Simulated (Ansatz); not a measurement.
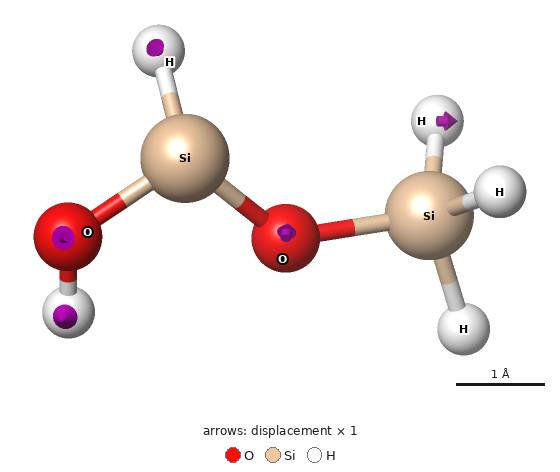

This is a relaxation of Si₂H₅O₂ (multiplicity 2) (coarse preliminary run). The starting structure is drawn; purple arrows show the displacements, at their true length. The two geometries are superimposed by the best rigid fit.

The picture is a ball-and-stick view, seen at a tilt.

The start comes from a force field.

Level of theory: Ansatz 0.2.0, UKS PBE-D4/def2-SVP.

Input
```yaml
crystal:
  periodic: [false, false, false]
  atoms:
    - {symbol: O, position_ang: [-1.627600, 0.274100, 2.133200]}
    - {symbol: Si, position_ang: [-0.147700, 0.238400, 1.497000]}
    - {symbol: O, position_ang: [-0.290000, -0.193200, -0.105700]}
    - {symbol: Si, position_ang: [0.828800, -0.477800, -1.372900]}
    - {symbol: H, position_ang: [-2.384500, 0.215400, 1.450200]}
    - {symbol: H, position_ang: [0.465600, 1.601000, 1.587200]}
    - {symbol: H, position_ang: [1.540800, 0.743100, -1.697000]}
    - {symbol: H, position_ang: [1.742900, -1.549900, -1.007600]}
    - {symbol: H, position_ang: [-0.039800, -0.897500, -2.501600]}
basis:
  gaussian: {orbitals: def2-SVP}
magnetization: {spin_polarized: true, initial_magnetization: 1}
hamiltonian: {xc: pbe, dispersion: d4}
relax: {f_tol: 0.03, max_steps: 200}
```

Run as
```bash
ansatz run in.yaml --threads 2 --pin off --events-out ev --progress --plain --max-ram 22528MiB --backend cpu
```

### What happened in the run?

The energy falls by 26.6 kJ/mol in 12 accepted moves (14 points after the start). The largest force component goes from 3.5 to 0.03 eV/Å. The line search rejected the trial steps at points 4, 6 of the run. The largest move after the best rigid fit is that of H5, 0.47 Å. Largest moves by element: H 0.47 Å, O 0.38 Å, Si 0.08 Å. Near-neighbour distances that change, for instance: O1–Si2 1.611 → 1.679 Å, Si4–H7 1.450 → 1.505 Å, Si4–H8 1.455 → 1.506 Å, O1–H5 1.021 → 0.974 Å. Among the angles between lasting bonds that change: Si2–O3–Si4 134.3° → 143.2°, O1–Si2–H6 109.4° → 103.8°, O3–Si4–H9 103.1° → 108.2°. Groups turn about O1–Si2 by about 70°. The run took about 40 core-seconds on a shared host.
